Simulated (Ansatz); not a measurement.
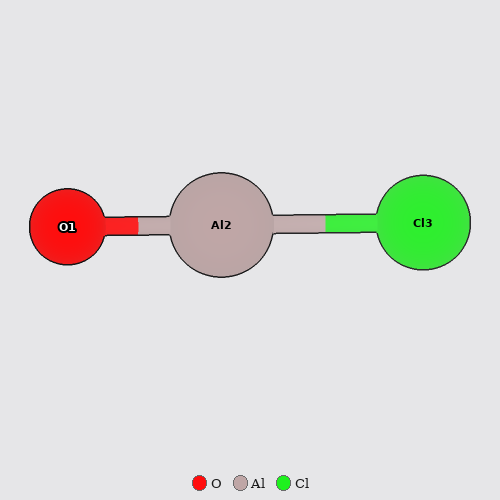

The system is AlClO, SMILES [O]=[Al][Cl]; the picture shows the reference structure. First axis: angle O1–Al2–Cl3 (carried through 180). Second axis: change of the bonds Al2–O1, Al2–Cl3, all alike. Nothing is relaxed (all other coordinates rigid). The scan uses a 15 × 15 grid; 120 points were computed and 105 follow by symmetry. Points are written as (first, second). Energies: kcal/mol, counted from the relaxed molecule at the same level. Method: RHF/def2-TZVP (Ansatz).

Its coordinates:

```xyz
3

O     0.1081    1.7036    0.2473
Al    0.0102    0.1604    0.0233
Cl   -0.1182   -1.8640   -0.2706
```

Range: angle O1–Al2–Cl3 (carried through 180) from 140.0 to 220.0°; change of the bonds Al2–O1, Al2–Cl3, all alike from −0.199 to 0.307 Å.

What will the energy surface look like?

The lowest grid point is at (180.0°, 0.018 Å), 0.27 kcal/mol from the relaxed molecule at the same level. No other kind of well shows on this grid. The highest grid point, (140.0°, −0.199 Å), lies 61.7 kcal/mol above the lowest. Round the minimum the two coordinates are nearly uncoupled.

```csv
"second ↓, first →",140.0,145.7,151.4,157.1,162.9,168.6,174.3,180.0,185.7,191.4,197.1,202.9,208.6,214.3,220.0
0.307,54.4,52.6,51.0,49.7,48.7,48.0,47.5,47.4,47.5,48.0,48.7,49.7,51.0,52.6,54.4
0.271,47.0,45.0,43.3,41.9,40.8,40.0,39.6,39.4,39.6,40.0,40.8,41.9,43.3,45.0,47.0
0.235,39.8,37.6,35.8,34.3,33.1,32.3,31.8,31.6,31.8,32.3,33.1,34.3,35.8,37.6,39.8
0.199,32.9,30.5,28.6,27.0,25.7,24.8,24.3,24.1,24.3,24.8,25.7,27.0,28.6,30.5,32.9
0.163,26.5,24.0,21.9,20.3,18.9,18.0,17.4,17.2,17.4,18.0,18.9,20.3,21.9,24.0,26.5
0.126,20.7,18.1,15.9,14.2,12.8,11.8,11.2,11.0,11.2,11.8,12.8,14.2,15.9,18.1,20.7
0.090,16.1,13.4,11.1,9.3,7.8,6.8,6.2,6.0,6.2,6.8,7.8,9.3,11.1,13.4,16.1
0.054,12.9,10.0,7.7,5.7,4.2,3.1,2.5,2.3,2.5,3.1,4.2,5.7,7.7,10.0,12.9
0.018,11.2,8.3,5.8,3.8,2.2,1.1,0.5,0.3,0.5,1.1,2.2,3.8,5.8,8.3,11.2
−0.018,11.6,8.6,6.0,4.0,2.3,1.2,0.5,0.3,0.5,1.2,2.3,4.0,6.0,8.6,11.6
−0.054,14.5,11.3,8.7,6.5,4.9,3.7,3.0,2.8,3.0,3.7,4.9,6.5,8.7,11.3,14.5
−0.090,20.2,17.0,14.3,12.1,10.3,9.2,8.4,8.2,8.4,9.2,10.3,12.1,14.3,17.0,20.2
−0.126,29.5,26.2,23.4,21.1,19.4,18.1,17.4,17.2,17.4,18.1,19.4,21.1,23.4,26.2,29.5
−0.163,43.4,40.0,37.1,34.8,33.0,31.8,31.0,30.8,31.0,31.8,33.0,34.8,37.1,40.0,43.4
−0.199,62.0,58.5,55.5,53.2,51.4,50.1,49.3,49.1,49.3,50.1,51.4,53.2,55.5,58.5,62.0
```

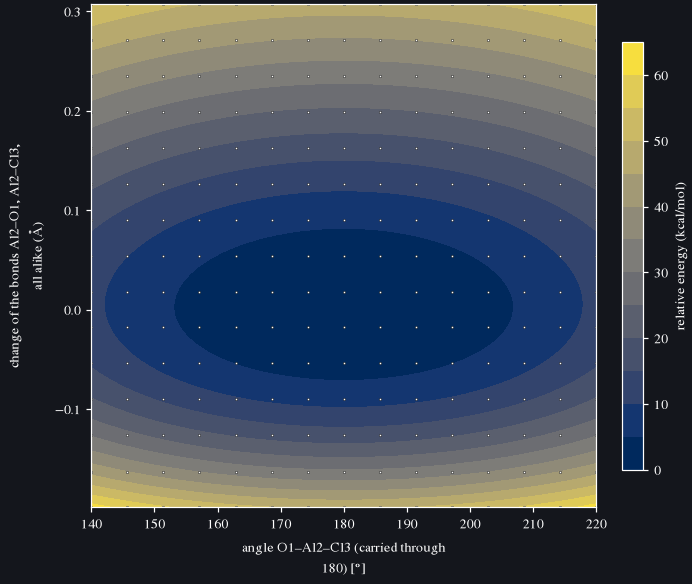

The picture shows filled contours, dots at the grid points. Between grid points the surface is interpolated.

Time for the 120 points that were run: 2 min on 1 thread of Arm Neoverse V2, with other jobs on the host.
